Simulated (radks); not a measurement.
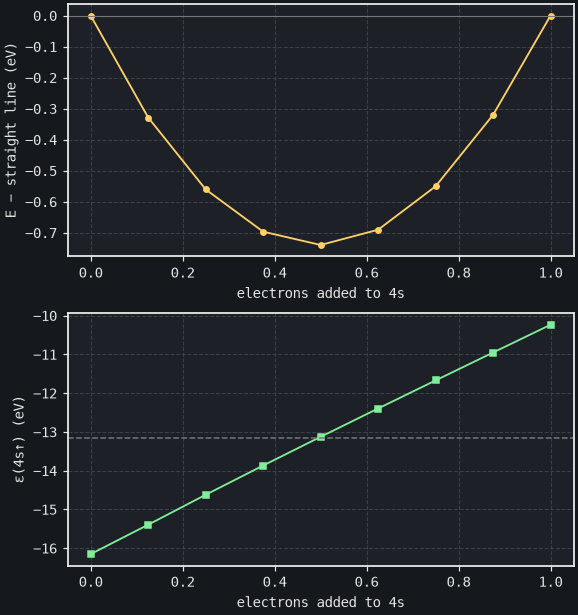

Method: scalar-relativistic Kohn-Sham, PBE, spin-polarised, spherical densities, point nucleus; computed with the in-house radial solver radks. The occupation of the 4s shell is varied from Sc²⁺ ([Ar] 3d1 (high spin)) to Sc⁺ ([Ar] 3d1 4s1 (high spin)), with spherical fractional occupations. The plot shows the total energy less the straight line between the end points, and the eigenvalue of 4s↑ (the dashed line is minus the energy to take the whole electron out).

Q: Is the energy convex or concave in the occupation, and by how much?

A: The curve is convex (below the straight line), with the largest deviation among the points computed, −0.74 eV, at 0.5. The end points differ by 13.2 eV, the energy to take the electron out. The eigenvalue, which is the slope of the energy (Janak's theorem), moves from −16.2 eV at 0 to −10.2 eV at 1; for a straight line it would stay constant, and a parabola would sag by an eighth of this change, scaled to a whole electron, 0.74 eV. Convexity is the delocalisation error: fractional charges are too low in energy.
